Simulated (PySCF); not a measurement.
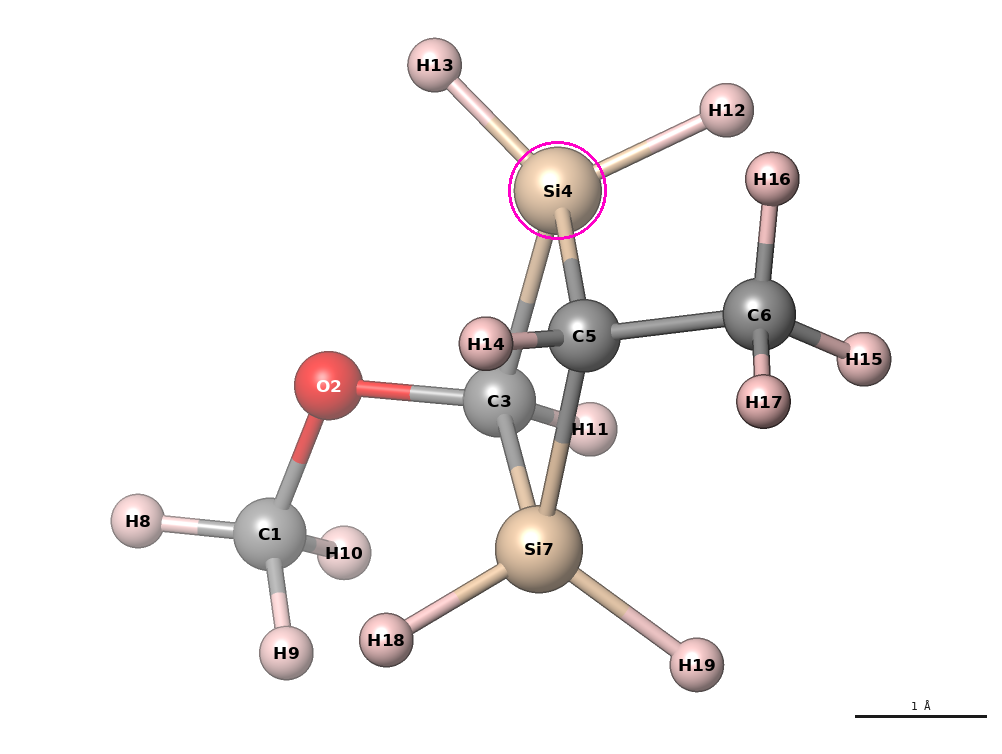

Orthographic view. Distant atoms are faded towards the background colour. Geometry: a frame of a GFN2-xTB molecular-dynamics simulation, not a minimum.

Question: Name the neighbours of the circled atom.

Answer: The circled atom is Si4; it is bonded to C3, C5, H12, H13.

Question: Of Si4 and C5, which is nearer the viewer?

Answer: C5; the bond to Si4 points away from the viewer, so it looks shorter than its 2.02 Å.

Question: Which atom is nearest the viewer?

Answer: H17, 3.2 Å in front of the mean position.

Question: What is the shortest path along bonds from the circled atom to H10?

Answer: Si4–C3–O2–C1–H10, 4 bonds; through space the two are 4.39 Å apart.
